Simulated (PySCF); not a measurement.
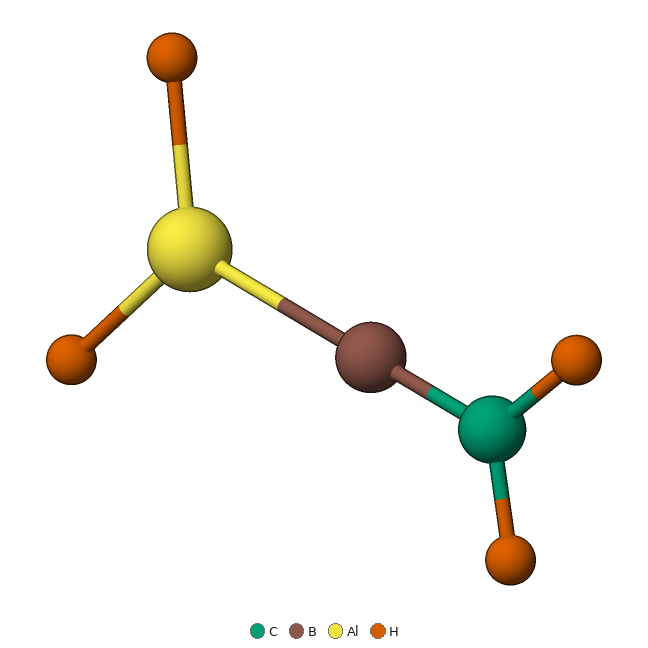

Computed geometry: PBE0-D4/def2-TZVP optimisation. No frequency run is at hand to confirm it as a minimum.

Give the structural formula.

SMILES: C=[B][AlH2]

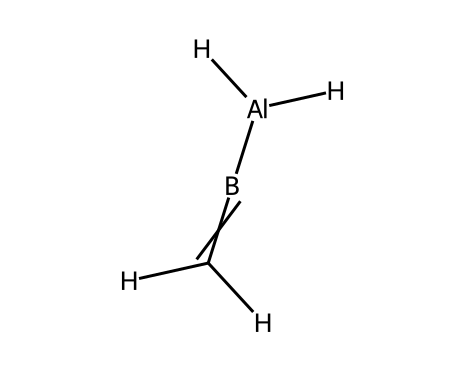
